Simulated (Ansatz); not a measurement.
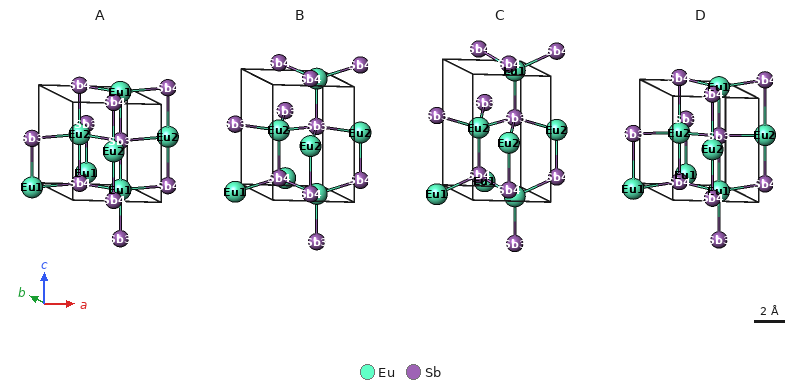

4 geometries from one relaxation of solid EuSb (built on the wurtzite type) (coarse preliminary run), in shuffled order. The picture is a ball-and-stick view of the cell of the calculation, seen slightly off an axis.

Case: volume 51.941 Å^3/atom.

Theory: DFT PBE+U, scalar-relativistic, plane waves, PAW (Ansatz 0.2.0). (plane-wave cutoff 420 eV; k-point mesh 4 × 4 × 4; occupations gaussian; smearing width 0.05 eV; U Eu 6.0 eV; collinear spin; cell relaxed at fixed volume; force threshold 0.01 eV/Å; at most 40 steps)

> Order the frames from highest to lowest energy.

C, B, D, A. They are steps 0, 5, 7, 12, at +0.824 eV per cell of the calculation, +0.667 eV per cell of the calculation, +0.184 eV per cell of the calculation relative to the last. The largest moves relative to the cell, 0.42 Å, are those of Eu1, Eu2, Sb3 and Sb4. Sb4 goes along −c. Largest moves by element: Sb 0.42 Å, Eu 0.42 Å. The drawn cell changes at constant volume: a = b 5.271 → 5.976 Å (+13.4 %), c 8.633 → 6.717 Å (−22.2 %). Some distances before and after: Eu1–Sb3 5.398 → 3.359 Å, Eu1–Sb4 3.230 → 3.450 Å, Eu1–Sb3 (another image) 3.236 → 3.359 Å. New bonds form, among them: Eu1–Sb3 (5.40 → 3.36 Å), Eu2–Sb4 (5.40 → 3.36 Å). Among the angles between lasting bonds that change: Sb3–Eu1–Sb4 109.6° → 90.0°, Eu1–Sb4–Eu2 109.6° → 90.0°, Eu1–Sb4–Eu1 109.4° → 120.0°. The space group (tolerance 0.01 Å) goes from P6_3mc (No. 186) to P6_3/mmc (No. 194). Over 10 accepted moves (12 points after the start) the energy falls by 0.824 eV per cell of the calculation. The largest force component goes from 0.013 to 0.00013 eV/Å. The pressure goes from 0.01 to −2.13 GPa. The SCF was repeated twice at an unchanged geometry on a basis and grid sized afresh for the cell, which shifted the energy by 14.4 meV per cell of the calculation at most. Cost: 3.5 min on 2 threads of Arm Neoverse V2, with other jobs on the host, peak memory 0.67 GiB.
